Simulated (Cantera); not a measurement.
Feed: 1 mol SiC, 0.11 mol H2O, 23 mol H2, equilibrated at 1900 K.

Method: chemical equilibrium by Gibbs-energy minimisation in Cantera with the NASA 1993 tables (ideal gas, pure condensed phases). Candidate condensed phases: C, C6H6, C7H8, C8H18, H2O, Si, SiC, SiO2; 123 gas species. Gases not in the tables: Si2H6 and higher silanes. Rates play no part.

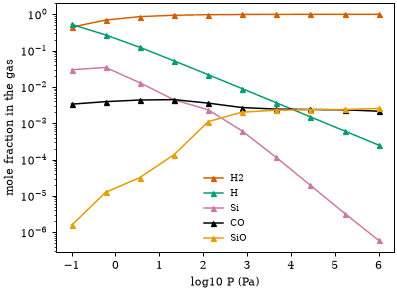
*Equilibrium gas composition (values under 1e-9 drawn at 1e-9)*

### Question
Read off the mole fractions at 6.00e-6 bar.

### Answer
H2 about 0.69, H about 0.27, Si about 0.034, CO about 0.0039, SiO about 1.3e-5.
